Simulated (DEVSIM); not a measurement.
System: Si n+/n-/n+ resistor, at 300 K.

```csv
layer (left to right),material,thickness (μm),Nd (cm⁻³),τn (s),τp (s)
1,Si,0.320,2e18,0.00014,0.00014
2,Si,0.970,9.6e13,0.00014,0.00014
3,Si,0.310,1.9e18,0.00014,0.00014
```

Left contact: ohmic. Right contact: ohmic. Voltage is applied to the left contact. Recombination: SRH at mid-gap, radiative, Auger. Mobility is μmin + (μ − μmin)/(1 + (N/Nref)^α).

This is a model device: material constants are rounded textbook-type values typed into the input, and sizes, dopings and lifetimes were drawn at random. Values at 300 K.

| parameter | Si |
|---|---|
| gap (eV) | 1.124 |
| affinity (eV) | 4.05 |
| permittivity | 11.7 |
| Nc (cm⁻³) | 2.86e19 |
| Nv (cm⁻³) | 3.1e19 |
| μn (cm²/Vs) | 1417 |
| μp (cm²/Vs) | 470 |
| μn,min | 52 |
| μp,min | 45 |
| Nref,n | 9.7e16 |
| Nref,p | 2.2e17 |
| αn | 0.68 |
| αp | 0.72 |
| B (cm³/s) | 4.7e-15 |
| Cn (cm⁶/s) | 2.8e-31 |
| Cp (cm⁶/s) | 9.9e-32 |

DEVSIM, 1D drift-diffusion, Boltzmann statistics, complete ionisation; no tunnelling, impact ionisation, image-force lowering or self-heating.

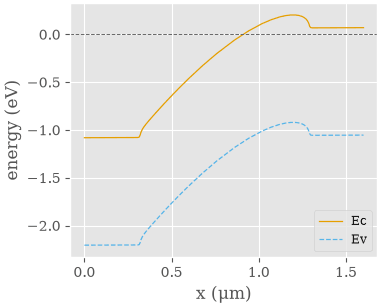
*Band edges at 1.15 V on the left contact*

Energies count from the Fermi level of the right contact; mesh points crowd at the junctions.

```json
[
 {"x (μm)": "0.000", "Ec (eV)": "-1.081", "Ev (eV)": "-2.205", "n (cm⁻³)": "2.0e18", "p (cm⁻³)": "< 1e2", "field (V/cm)": "68"},
 {"x (μm)": "0.02100", "Ec (eV)": "-1.081", "Ev (eV)": "-2.205", "n (cm⁻³)": "2.0e18", "p (cm⁻³)": "< 1e2", "field (V/cm)": "68"},
 {"x (μm)": "0.06051", "Ec (eV)": "-1.081", "Ev (eV)": "-2.205", "n (cm⁻³)": "2.0e18", "p (cm⁻³)": "< 1e2", "field (V/cm)": "68"},
 {"x (μm)": "0.1262", "Ec (eV)": "-1.080", "Ev (eV)": "-2.204", "n (cm⁻³)": "2.0e18", "p (cm⁻³)": "< 1e2", "field (V/cm)": "68"},
 {"x (μm)": "0.2400", "Ec (eV)": "-1.080", "Ev (eV)": "-2.204", "n (cm⁻³)": "2.0e18", "p (cm⁻³)": "< 1e2", "field (V/cm)": "68"},
 {"x (μm)": "0.2861", "Ec (eV)": "-1.079", "Ev (eV)": "-2.203", "n (cm⁻³)": "2.0e18", "p (cm⁻³)": "< 1e2", "field (V/cm)": "69"},
 {"x (μm)": "0.3138", "Ec (eV)": "-1.075", "Ev (eV)": "-2.199", "n (cm⁻³)": "1.7e18", "p (cm⁻³)": "< 1e2", "field (V/cm)": "14000"},
 {"x (μm)": "0.3399", "Ec (eV)": "-0.971", "Ev (eV)": "-2.095", "n (cm⁻³)": "3.1e16", "p (cm⁻³)": "< 1e2", "field (V/cm)": "26000"},
 {"x (μm)": "0.3822", "Ec (eV)": "-0.877", "Ev (eV)": "-2.001", "n (cm⁻³)": "1.7e15", "p (cm⁻³)": "< 1e2", "field (V/cm)": "21000"},
 {"x (μm)": "0.4573", "Ec (eV)": "-0.725", "Ev (eV)": "-1.849", "n (cm⁻³)": "1.0e15", "p (cm⁻³)": "< 1e2", "field (V/cm)": "20000"},
 {"x (μm)": "0.5970", "Ec (eV)": "-0.464", "Ev (eV)": "-1.588", "n (cm⁻³)": "1.1e15", "p (cm⁻³)": "< 1e2", "field (V/cm)": "18000"},
 {"x (μm)": "0.9411", "Ec (eV)": "0.036", "Ev (eV)": "-1.088", "n (cm⁻³)": "1.7e15", "p (cm⁻³)": "< 1e2", "field (V/cm)": "11000"},
 {"x (μm)": "1.122", "Ec (eV)": "0.183", "Ev (eV)": "-0.941", "n (cm⁻³)": "3.2e15", "p (cm⁻³)": "9800", "field (V/cm)": "4800"},
 {"x (μm)": "1.211", "Ec (eV)": "0.202", "Ev (eV)": "-0.922", "n (cm⁻³)": "7.4e15", "p (cm⁻³)": "20000", "field (V/cm)": "-1500"},
 {"x (μm)": "1.271", "Ec (eV)": "0.160", "Ev (eV)": "-0.964", "n (cm⁻³)": "5.4e16", "p (cm⁻³)": "3900", "field (V/cm)": "-18000"},
 {"x (μm)": "1.291", "Ec (eV)": "0.086", "Ev (eV)": "-1.038", "n (cm⁻³)": "9.6e17", "p (cm⁻³)": "220", "field (V/cm)": "-54000"},
 {"x (μm)": "1.313", "Ec (eV)": "0.068", "Ev (eV)": "-1.056", "n (cm⁻³)": "1.9e18", "p (cm⁻³)": "110", "field (V/cm)": "21"},
 {"x (μm)": "1.353", "Ec (eV)": "0.068", "Ev (eV)": "-1.056", "n (cm⁻³)": "1.9e18", "p (cm⁻³)": "100", "field (V/cm)": "70"},
 {"x (μm)": "1.451", "Ec (eV)": "0.069", "Ev (eV)": "-1.055", "n (cm⁻³)": "1.9e18", "p (cm⁻³)": "< 1e2", "field (V/cm)": "70"},
 {"x (μm)": "1.526", "Ec (eV)": "0.070", "Ev (eV)": "-1.054", "n (cm⁻³)": "1.9e18", "p (cm⁻³)": "< 1e2", "field (V/cm)": "70"},
 {"x (μm)": "1.569", "Ec (eV)": "0.070", "Ev (eV)": "-1.054", "n (cm⁻³)": "1.9e18", "p (cm⁻³)": "< 1e2", "field (V/cm)": "70"},
 {"x (μm)": "1.600", "Ec (eV)": "0.070", "Ev (eV)": "-1.054", "n (cm⁻³)": "1.9e18", "p (cm⁻³)": "< 1e2", "field (V/cm)": "70"}
]
```
